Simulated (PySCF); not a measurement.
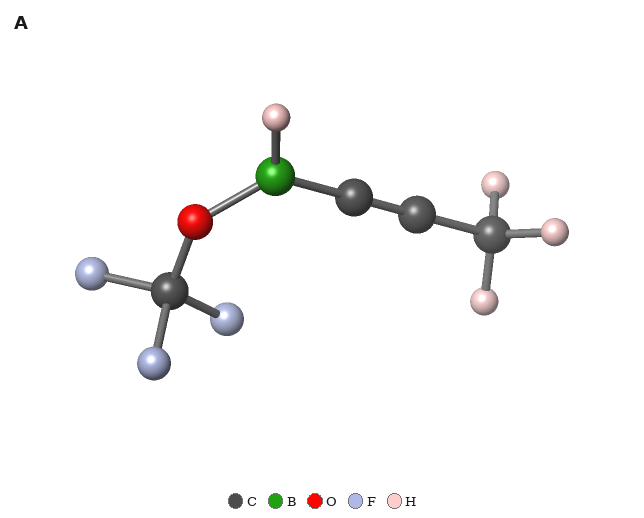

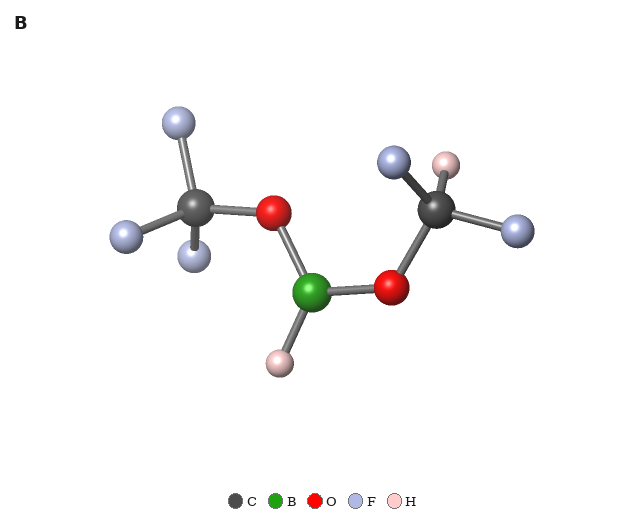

Two related species, optimised with GFN2-xTB; properties computed with PySCF 2.14.0. Both: charge 0, singlet.

Question. Identify both.

Answer. A is C4H4BF3O (CC#CBOC(F)(F)F), B is C2H2BF5O2 (FC(F)OBOC(F)(F)F).

Compare them. With CAM-B3LYP/def2-SVPD: dipole moment (D), HOMO–LUMO gap (eV), HOMO energy (Kohn–Sham orbital) (eV), lowest vertical singlet excitation (eV), mean static polarisability (bohr³). With GFN2-xTB: mean B–H length (Å), mean B–O length (Å).

```tsv
quantity	A	B
dipole moment (D)	3.47	1.16
HOMO–LUMO gap (eV)	8.72	12.44
HOMO energy (Kohn–Sham orbital) (eV)	−9.46	−12.23
lowest vertical singlet excitation (eV)	4.53	8.41
mean static polarisability (bohr³)	68.4	50.5
mean B–H length (Å)	1.170	1.166
mean B–O length (Å)	1.371	1.358
```

Each is one conformer, and no frequency run is at hand to confirm it as a minimum.

The geometry is semi-empirical. Around B such bond lengths and angles can be off by a tenth of an ångström or more and by several degrees, and values that hang on the shape move with them.
